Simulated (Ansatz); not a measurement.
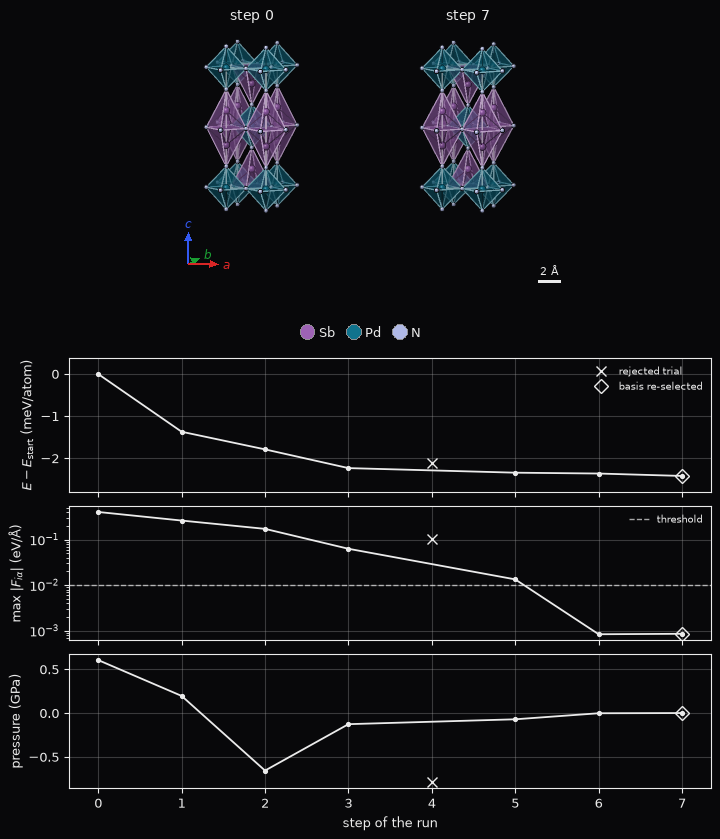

First and last geometry of a relaxation of crystalline Sb2PdN4 (built on the K2MgH4-139 type type), with the history of the run. Style: polyhedral. Shown: the conventional cell (2 times the calculation's cell), slightly off an axis. Lengths and directions refer to the drawn axes.

These are results of Ansatz 0.2.0, DFT, r2SCAN+rVV10, plane waves, PAW, not measurements. Settings: plane-wave cutoff 500 eV; k-point mesh 8 × 8 × 8; occupations fermi dirac; smearing width 0.03 eV; no spin polarisation; cell and atoms relaxed; force threshold 0.01 eV/Å; at most 120 steps.

Q: What do the curves and the structures tell?

A: It converged. The largest moves relative to the cell, 0.023 Å, are those of N atoms. By element the largest moves are N 0.023 Å, Sb 0.003 Å. Pd stays in place. The volume changes by +0.8 %, with a = b 3.918 → 3.952 Å (+0.9 %), c 11.471 → 11.360 Å (−1.0 %). Among the contacts that change: N–Sb 2.030 → 1.991 Å, N–Pd 1.959 → 1.976 Å. The space group stays I4/mmm (No. 139). After 5 accepted moves (7 points after the start) the energy has fallen by 2.4 meV per atom. Largest force component: 0.4 eV/Å at the start, 0.00085 eV/Å at the end. Pressure: 0.61 GPa at the start and 0.00 GPa at the end. The line search rejected the trial step at point 4 of the run. The SCF was repeated once at an unchanged geometry on a basis and grid sized afresh for the cell, which shifted the energy by 0.1 meV per atom at most.
